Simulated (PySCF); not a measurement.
EPR calculation, with input and output: C₆H₁₁O₂

The run: EPR calculation of C₆H₁₁O₂, multiplicity 2. Method and program: UKS B3LYP, pcH-1 on C H O, non-relativistic, mean-field spin-orbit, GIAO (PySCF 2.14.0).

It belongs to a series of runs on one base structure; here: H removed from sp3 C.

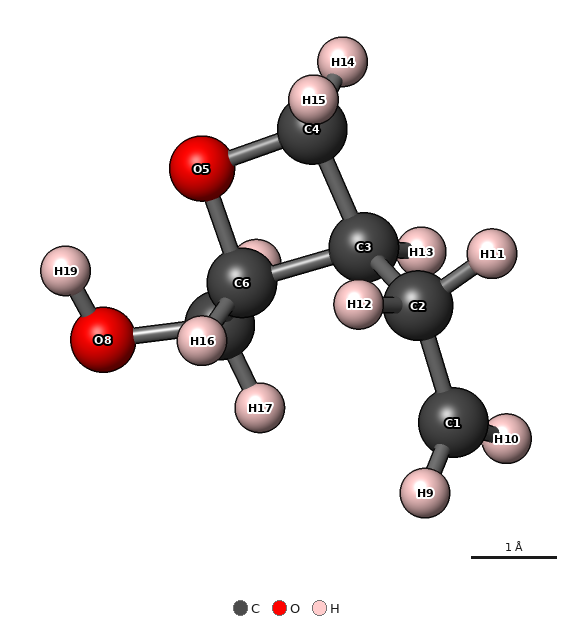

Figure 1. The structure (ball-and-stick view, seen at an oblique angle; atoms are numbered from 1 in the order of the input).

**Key numbers**

```tsv
quantity	value
outcome	converged
total energy	−385.628741 hartree
⟨S²⟩	0.754
isotropic g	2.0026
hardware	1 CPU thread, shared host
wall time	77 s
peak memory	1 GiB
```

**Input file**
```
{"job": {"kind": "epr", "basis": "pcH-1"}, "charge": 0, "multiplicity": 2}
C     -1.752560     0.740582    -1.674637
C     -1.638760     0.818295    -0.209570
C     -0.639042    -0.207680     0.337259
C     -0.319543    -0.136984     1.835873
O      1.059470     0.120951     1.571931
C      0.849295     0.118781     0.148817
C      1.709252    -0.927015    -0.553065
O      3.070045    -0.590426    -0.499659
H     -1.599392     1.599690    -2.294771
H     -1.957486    -0.202220    -2.143632
H     -2.606695     0.592444     0.263694
H     -1.343262     1.821203     0.103272
H     -0.902305    -1.207840    -0.009897
H     -0.459616    -1.060440     2.404430
H     -0.786907     0.695907     2.369870
H      1.056034     1.108755    -0.274817
H      1.438142    -0.980228    -1.610252
H      1.534036    -1.908369    -0.086424
H      3.279492    -0.386155     0.420265
```

The first line tells a small driver script what to run in PySCF; the rest is the geometry in Å.

Launched with:
```bash
OMP_NUM_THREADS=1 python <driver script> task.json out
```

**What the program printed**
```
UKS, coarse grid
  cycle   1  E = -385.47875519  |g| = 6.42e-01
  cycle   2  E = -385.26872173  |g| = 1.01e+00
  cycle   3  E = -385.62494398  |g| = 9.40e-02
  cycle   4  E = -385.62775986  |g| = 4.79e-02
  cycle   5  E = -385.62869058  |g| = 1.16e-02
  cycle   6  E = -385.62873075  |g| = 4.92e-03
  cycle   7  E = -385.62874155  |g| = 1.03e-03
  cycle   8  E = -385.62874161  |g| = 6.33e-04
UKS, final grid
  cycle   1  E = -385.62874041  |g| = 8.33e-04
  cycle   2  E = -385.62874014  |g| = 1.16e-03
  cycle   3  E = -385.62874072  |g| = 8.89e-05
  cycle   4  E = -385.62874072  |g| = 2.20e-05
E = -385.62874072 Eh   <S^2> = 0.7536 (exact 0.7500)
g shifts (ppm)      1          2          3
  rmc          -138       -138       -138
  gc              7         40         21
  oz_so           1        577        737
  total        -130        479        620
hyperfine (MHz)  atom isotope    a_iso     a_fc   dipolar eigenvalues
    0   13C      87.65      87.65    -81.12    -80.39    161.52
    1   13C     -33.44     -33.44     -2.40      0.59      1.82
    2   13C      56.83      56.83     -4.57     -4.25      8.82
    3   13C       1.67       1.67     -1.16     -1.07      2.23
    4   17O      -0.41      -0.41     -0.56      0.24      0.33
    5   13C      -0.83      -0.83     -0.63     -0.49      1.12
    6   13C       2.39       2.39     -0.46     -0.32      0.78
    7   17O      -0.24      -0.24     -0.35      0.16      0.19
    8    1H     -65.11     -65.11    -39.63      0.28     39.35
    9    1H     -62.80     -62.80    -39.06     -0.25     39.30
   10    1H     131.02     131.02     -5.68     -3.61      9.29
   11    1H       5.44       5.44     -5.08     -3.93      9.02
   12    1H      -1.75      -1.75     -4.35     -2.62      6.97
   13    1H       1.46       1.46     -1.17     -0.69      1.86
   14    1H      -0.45      -0.45     -1.43     -0.89      2.32
   15    1H      -0.05      -0.05     -2.80     -2.29      5.08
   16    1H       0.95       0.95     -2.07     -1.53      3.59
   17    1H       0.16       0.16     -0.97     -0.83      1.80
   18    1H       0.04       0.04     -0.55     -0.44      0.98
```

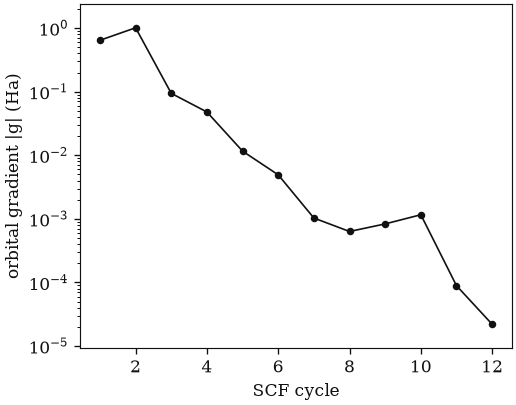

Figure 2. Convergence of the self-consistent field: orbital gradient |g| against the SCF cycle. All cycles printed in the log are drawn one after another.

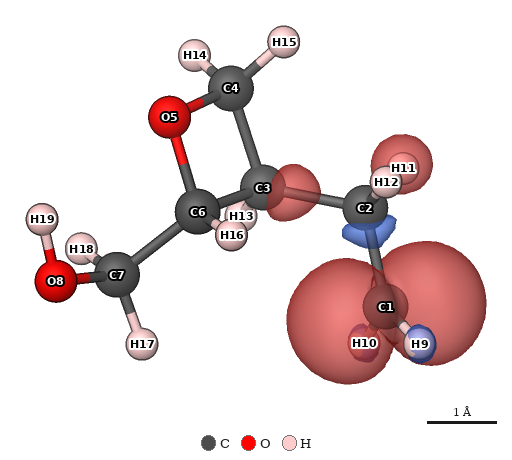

Figure 3. Isosurfaces of the spin density (α minus β) at +0.03 (red) and −0.03 e/Å³ (blue), seen at a tilt. The unpaired spin (1 electron) lies mostly on C1 (about 0.7), in electrons by Hirshfeld's partition.

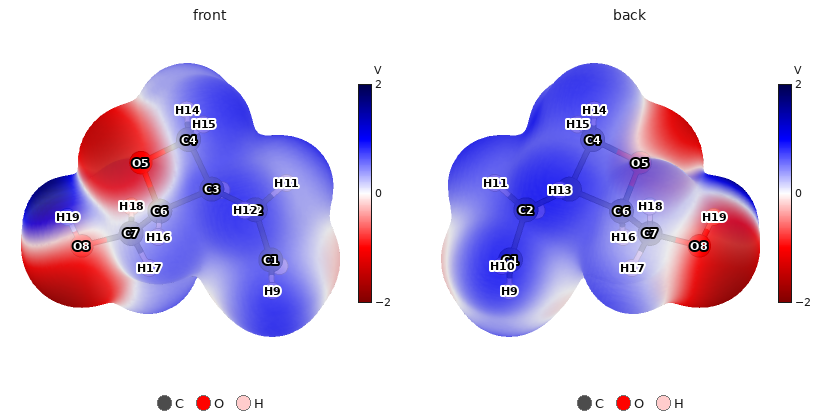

Figure 4. The molecular electrostatic potential painted on the density surface at 0.002 e/bohr³, seen at a tilt and from behind; red is negative and blue positive. A positive charge is drawn to the negative regions and a negative charge to the positive ones.
